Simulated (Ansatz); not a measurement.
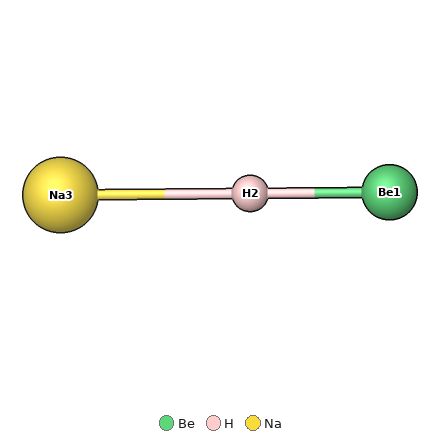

The system is Be + HNa; the picture shows the reference structure. 
- Coordinates scanned: (1) distance Be1–H2; (2) distance H2–Na3.
- Nothing is relaxed (the angle Be1–H2–Na3 is fixed at 180 degrees).
- The grid has 12 × 12 points.
- Energies: kJ/mol, counted from the lowest grid point.
- The reference is spin-restricted, so regions where a bond is pulled apart into radicals lie too high.
- The calculation used Ansatz 0.2.0, RKS PBE-D4/aug-cc-pVTZ.

Its coordinates:

```xyz
3

Be   -1.5530    0.0000    0.0000
H     0.0000    0.0000    0.0000
Na    2.1130    0.0000    0.0000
```

Range: distance Be1–H2 from 1.016 to 3.016 Å; distance H2–Na3 from 1.576 to 3.576 Å.

> What will the energy surface look like?

The lowest grid point is at distance Be1–H2 = 1.553 Å, distance H2–Na3 = 2.113 Å. It is the only kind of minimum in the scanned range. The highest grid point, distance Be1–H2 = 1.016 Å, distance H2–Na3 = 1.576 Å, lies 237 kJ/mol above the lowest. Round the minimum the valley is somewhat tilted: raising distance Be1–H2 shifts the best value of distance H2–Na3 downwards (coupling k₁₂/√(k₁₁k₂₂) about 0.4).

```csv
"distance H2–Na3 ↓, distance Be1–H2 →",1.016,1.105,1.234,1.385,1.553,1.734,1.926,2.127,2.338,2.557,2.783,3.016
3.576,197,125,70,50,57,75,102,130,155,175,190,201
3.343,192,119,64,42,48,63,89,115,139,158,172,183
3.117,186,113,56,34,38,51,75,100,122,139,153,162
2.898,181,107,49,25,27,38,60,83,103,120,132,141
2.687,175,101,41,16,16,25,45,66,85,100,111,119
2.486,171,96,35,8,7,15,31,50,67,81,91,99
2.294,175,98,35,5,1,10,24,41,56,68,77,84
2.113,176,99,36,5,0,8,22,37,50,61,69,75
1.945,182,104,40,8,1,7,20,34,46,55,63,68
1.794,194,116,52,18,10,15,26,39,49,58,65,71
1.665,214,136,71,38,28,32,42,53,63,72,78,84
1.576,237,158,92,59,48,52,61,72,82,90,96,101
```

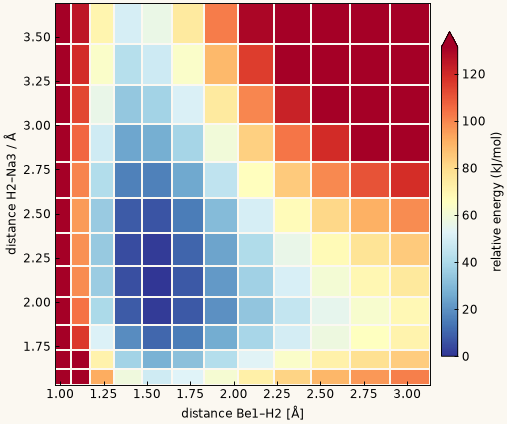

In the figure: one coloured cell a grid point, one colour for all values above the top of the scale.

Each point was launched as `ansatz run input.yaml --threads 1 --pin off --max-ram 2560MiB --backend cpu --events-out ev --progress --plain --runs-dir out`. The whole map (144 points run) took 6.8 min on 1 thread of Arm Neoverse V2, on a shared host.
